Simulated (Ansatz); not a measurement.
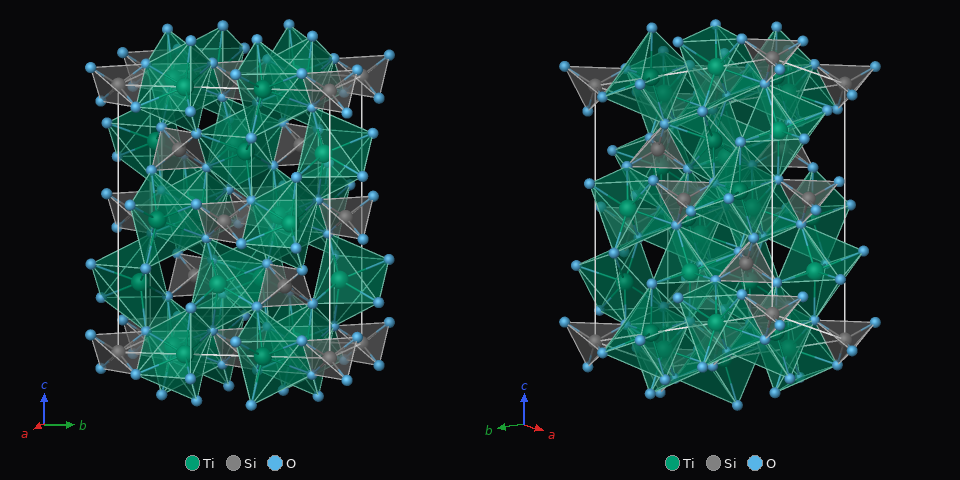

Polyhedra are drawn about Si and Ti (bonds: O–Si below 1.9 Å and O–Ti below 2.7 Å); other atoms are plain spheres. Two views of the same piece.

The compound is Ti2SiO4 (space group Fddd, No. 70), taken as the geometry relaxed with DFT, PAW plane waves, pbe+U (Ansatz 0.2.0); the starting structure was generated, so it need not be a known form of this composition.

Sharing among the drawn polyhedra:

| site | polyhedron | corner-sharing neighbours | edge-sharing | face-sharing | bond (Å) |
| --- | --- | --- | --- | --- | --- |
| Si | SiO4 tetrahedron | 8 | 2 | 0 | 1.65 |
| Ti | TiO6 trigonal prism | 8 | 5 | 0 | 2.25–2.40 |

They form a three-dimensional framework of corner- and edge-sharing tetrahedra and trigonal prisms.
